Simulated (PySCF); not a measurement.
SMILES [Mg+2](<-[OH2])(<-[OH2])(<-[OH2])(<-[OH2])(<-[OH2])<-[OH2] (H12MgO6 (cation, charge +2)) at its GFN2-xTB optimised geometry (Å):

```
19

Mg     0.0001     0.0001     0.0000
O      0.0000     1.9659     0.1682
H      0.0073     2.4726     0.9862
H     -0.0070     2.6041    -0.5520
O      0.0003     0.1685    -1.9661
H      0.7724     0.2125    -2.5387
H     -0.7714     0.2219    -2.5384
O     -1.9729     0.0001     0.0001
H     -2.5480    -0.7676    -0.0759
H     -2.5469     0.7687     0.0760
O      1.9733     0.0001     0.0000
H      2.5477     0.7701     0.0561
H      2.5480    -0.7697    -0.0562
O      0.0003    -0.1685     1.9657
H     -0.7717    -0.2235     2.5375
H      0.7720    -0.2119     2.5389
O      0.0000    -1.9659    -0.1687
H     -0.0054    -2.6041     0.5515
H      0.0054    -2.4727    -0.9867
```

Method: PySCF 2.14.0 with CAM-B3LYP/def2-SVP.

Map of the deformation density (molecule minus spherical neutral atoms) (e/bohr³) on the plane z = 1.2 Å:

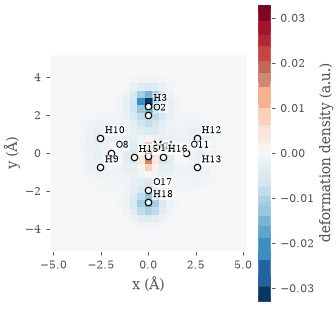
*Deformation density (molecule minus spherical neutral atoms) (e/bohr³) on the plane z = 1.2 Å.*
